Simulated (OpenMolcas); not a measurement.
**Exact exchange and the electronic atomisation energy of GaClF**

The species is GaClF (3 atoms), meant as a doublet with charge 0. As SMILES, `[F][Ga][Cl]`. Geometry: relaxed at PBE0-D4/def2-TZVP.

The electronic atomisation energy y, in eV, basis cc-pVTZ; a is the functional's share of exact exchange. Programs: OpenMolcas 26.06.

```
functional     program     a  y (eV)
     UTPSS  OpenMolcas     0    8.27
     UBLYP  OpenMolcas     0    7.94
    UB3LYP  OpenMolcas   0.2    7.84
     UPBE0  OpenMolcas  0.25       ?
    UBHLYP  OpenMolcas   0.5    7.45
```

Fit y = c + s·a to the known rows and predict UPBE0.


1. Means of the 4 rows: a = 0.1750, y = 7.875.
2. Σ(Δa)² = 0.1675, Σ(Δa·Δy) = -0.2195, so the slope is -0.2195/0.1675 = -1.3104.
3. Intercept: 7.875 − (-1.3104) × 0.1750 = 8.104. The largest residual of the fit is 0.17.
4. UPBE0: 8.104 + (-1.3104) × 0.25 = 7.78 eV.

The run gave 8.06 eV, so the prediction is off by -0.28 eV, more than the scatter of the fit. The rows mix families of semi-local functionals, which the line can't see.

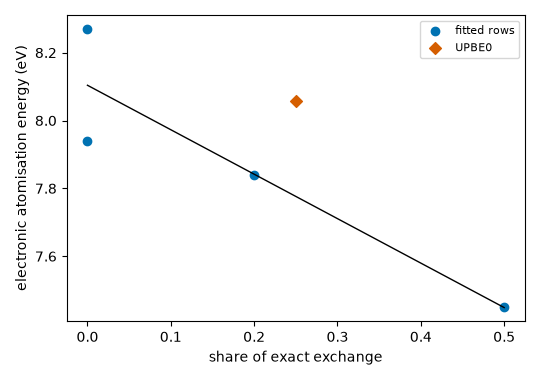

The fitted line, with the withheld row.
